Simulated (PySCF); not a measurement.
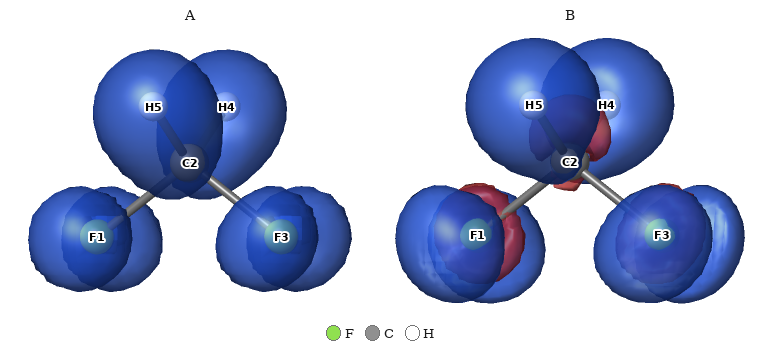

Figure. CH2F2, SMILES `FCF`. The Fukui function f⁻ from two separate SCF calculations and the density of the HOMO, at ±0.04 e/Å³ (blue positive, red negative).

Level of theory: PBE0/def2-TZVP (PySCF), at a geometry from GFN2-xTB. No frequency check shows the geometry to be a minimum.

**Which panel is which, and how good is the frozen-orbital picture?**

B is f⁻ (it has negative regions), A the HOMO density. The HOMO lies on F1 and F3 (25 % each), C2 (23 %) and H4 and H5 (13 % each); f⁻ (Hirshfeld-condensed) is largest on F1 and F3 (0.25 each), C2 (0.18) and H4 and H5 (0.17 each); the vertical ionisation energy is 12.87 eV. Relaxation shifts 6 % of the electron between atoms. The orbital energy is −9.84 eV.
